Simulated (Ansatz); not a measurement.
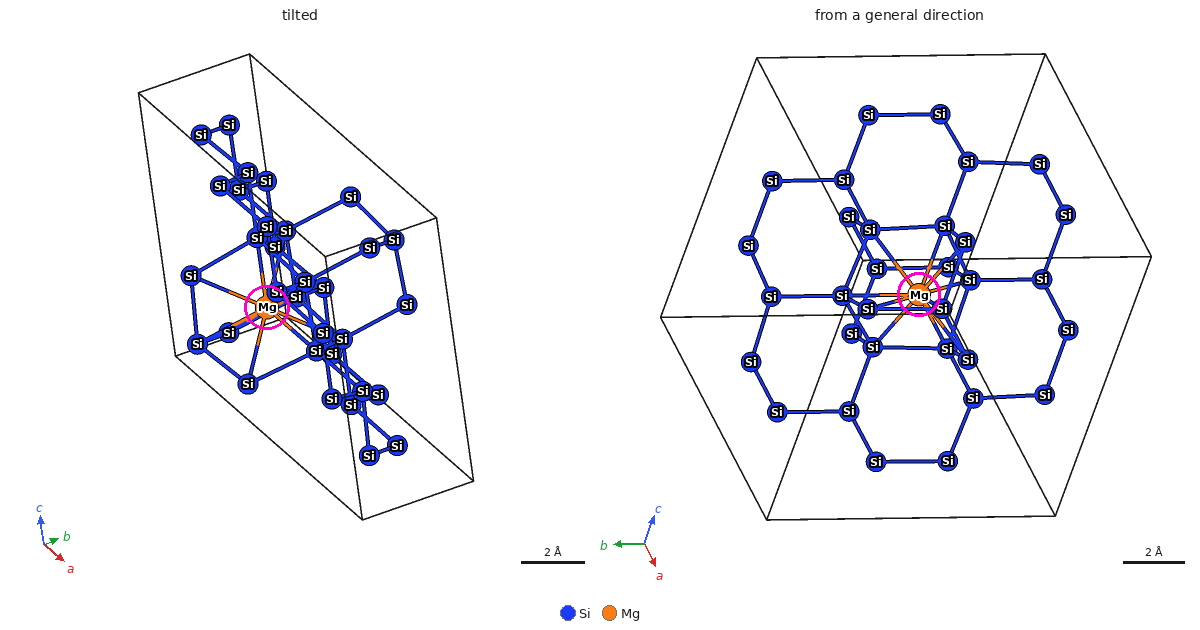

Drawn in the ball-and-stick manner and seen slightly off an axis and from a general direction. Atoms at the boundary of the supercell (the box) are drawn once for each face, edge or corner they touch. The host is Si, in a cell of 32 sites, and the cell carries a charge of +1. A ring marks the defect's site.

Where does the cell differ from the host, and how?

Answer. An interstitial magnesium atom. It is bonded to ten Si at about 2.5 to 2.8 Å.

Electronic-structure method: DFT PBE, scalar-relativistic, plane waves, PAW in Ansatz 0.2.0. Parameters: plane-wave cutoff 420 eV, a 3×3×3 grid in reciprocal space, Gaussian smearing of 0.01 eV, collinear spins.

Is a magnetic moment found?

Answer. No net moment.

The atoms were relaxed in the host's cell with DFT PBE, scalar-relativistic, plane waves, PAW (Ansatz).
